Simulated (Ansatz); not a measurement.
BH2OCl2F: several calculations on one system

Part 1: Relaxation

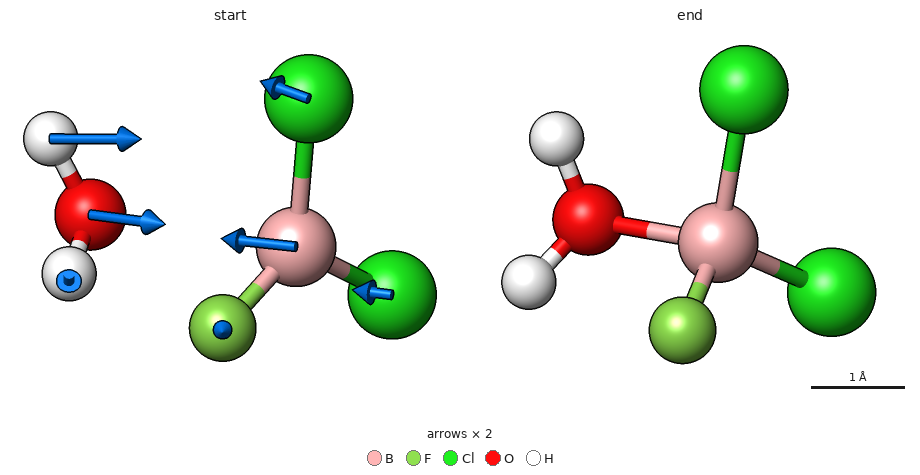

The structure of BH2OCl2F before (left) and after (right) a relaxation, at one scale. The blue arrows give the displacements, 2 times their true length.

The picture is a ball-and-stick view, seen at a tilt.

The run prepares an end point of a later path (reaction) calculation, from a guessed geometry.

Method: Ansatz, RKS PBE0-D4/def2-SVPD. Settings: no spin polarisation; force threshold 0.03 eV/Å; at most 50 steps.

Summarise the run.

The largest move after the best rigid fit is that of an H atom, 0.55 Å. By element the largest moves are H 0.55 Å, O 0.49 Å, B 0.45 Å, Cl 0.32 Å, F 0.12 Å. Among the contacts that change: B–O 2.606 → 1.667 Å, B–Cl 1.753 → 1.833 Å, B–Cl 1.743 → 1.802 Å, B–F 1.324 → 1.358 Å. New bonds form, among them: B–O (2.61 → 1.67 Å). Bond angles that change, for instance: Cl–B–Cl 121.5° → 115.7°, F–B–Cl 119.4° → 114.9°, F–B–Cl 118.5° → 114.4°. Over 10 accepted moves (11 points after the start) the energy falls by 30.8 kJ/mol. Largest force component: 0.72 eV/Å at the start, 0.02 eV/Å at the end. The line search rejected the trial step at point 1 of the run. The run took 30 s on 4 threads of Arm Neoverse V1, with other jobs on the host, peak memory 0.38 GiB.

Part 2: Relaxation

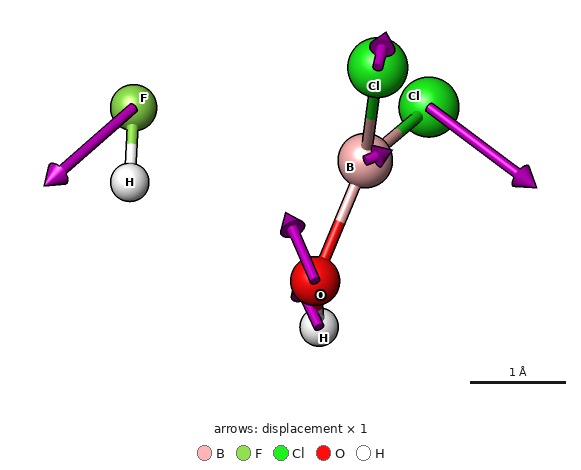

A relaxation of BH2OCl2F. The starting structure is drawn; purple arrows show the displacements, at their true length. The two geometries are superimposed by the best rigid fit.

Style: ball-and-stick. Shown at a tilt.

The run prepares an end point of a later path (reaction) calculation, from a guessed geometry.

Theory: RKS PBE0-D4/def2-SVPD (Ansatz). Set-up: no spin polarisation; force threshold 0.03 eV/Å; at most 50 steps.

> What happened in the run?

A Cl atom moves most after the best rigid fit: 1.56 Å. Largest moves by element: Cl 1.56 Å, F 1.48 Å, O 0.98 Å, H 0.72 Å, B 0.34 Å. Some distances before and after: B–O 1.378 → 1.352 Å, F–H 0.923 → 0.932 Å, B–Cl 1.750 → 1.744 Å. Bond angles that change, for instance: B–O–H 112.0° → 114.8°. After 19 accepted moves (21 points after the start) the energy has fallen by 0.228 eV. Largest force component: 0.96 eV/Å at the start, 0.0081 eV/Å at the end. The line search rejected the trial steps at points 2, 5 of the run.

Limits of the set-up: the start holds two separate molecules, 2.2 Å apart at their closest, whose relative position is a soft coordinate.

Part 3: Path

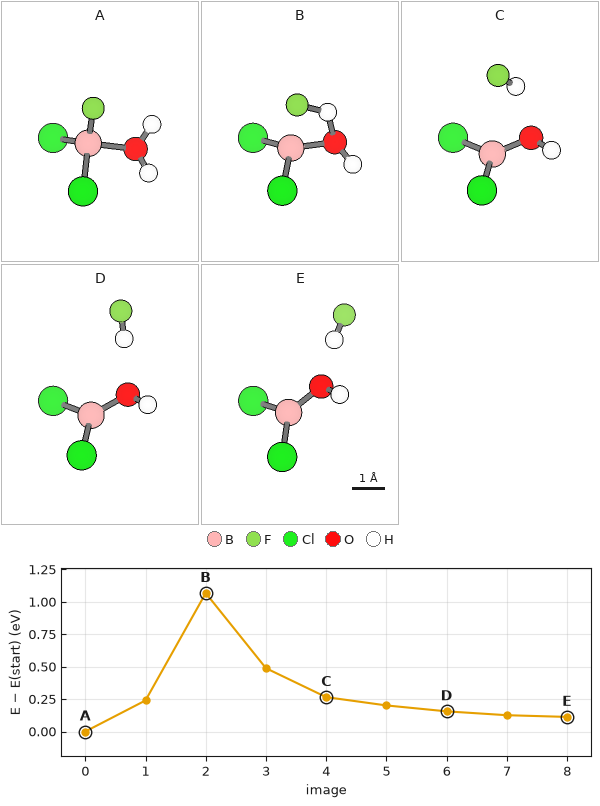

NEB run on BH2OCl2F. Images are numbered from 0 (start) to 8 (end). Frames A to E are images 0, 2, 4, 6, 8. A ball-and-stick model, seen at a tilt.

Theory: Ansatz, RKS PBE0-D4/def2-SVPD. Settings: 7 movable images; climbing image; force threshold 0.03 eV/Å; iteration limit 60; starting path through a guess of the saddle point.

Describe the mechanism and the energy profile.

Answer. The energy climbs by 1.07 eV to image 2 and then falls by 0.95 eV, so the end point sits at +0.11 eV. Breaking: B–F (1.36 → 3.74 Å), H–O (0.97 → 1.77 Å). Forming: F–H (2.30 → 0.93 Å). The band is converged. At the top, the vibrational analysis gives one imaginary mode (1034i cm⁻¹), as a transition state must have.

The run took 4.7 min on 4 threads of Arm Neoverse V1, on a shared host, peak memory 0.4 GiB.
